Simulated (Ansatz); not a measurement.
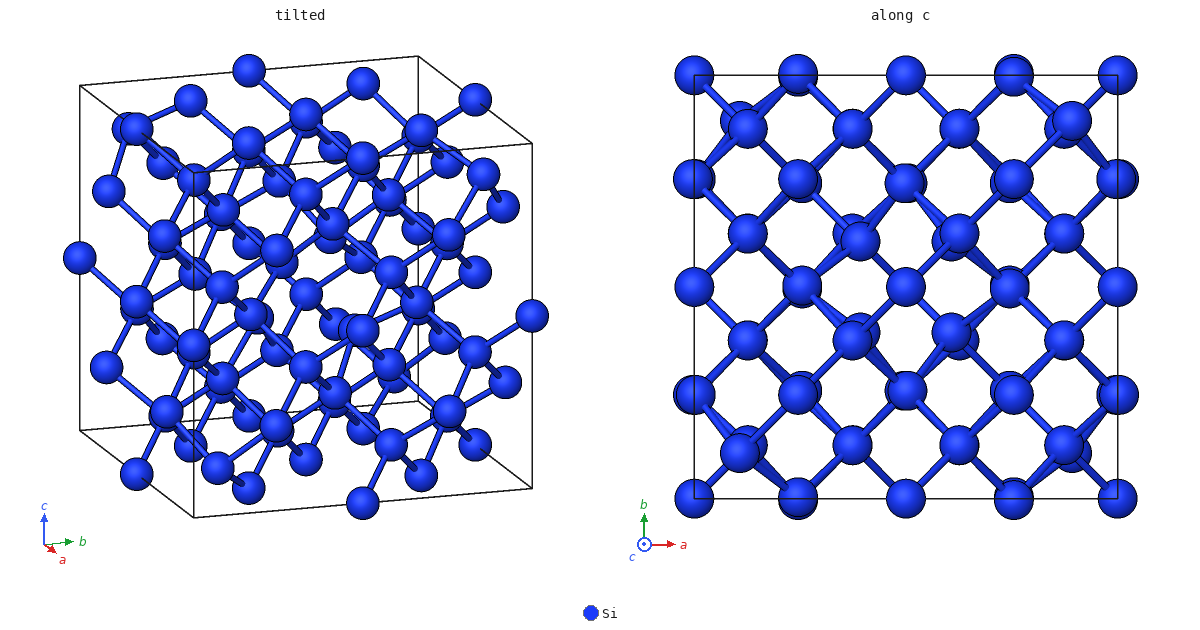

Shown here is a ball-and-stick view of the crystal, taken slightly off an axis and along the c axis. The frame is the conventional unit cell; atoms at its boundary are shown with their periodic copies.

Description:

The element is silicon. Its lattice is body-centred cubic, its space group I-43m (No. 217). The cell holds 62 atoms. Counting atoms within bonding range gives coordination numbers of Si 3 to 4 (mean 3.9). The bonds build a three-dimensional framework.

The structure comes from a structure listed in the Materials Project, repeated into a supercell with a point defect put in. Earlier steps of the study may have refined or changed the cell and positions. It was the input of a calculation with Ansatz.
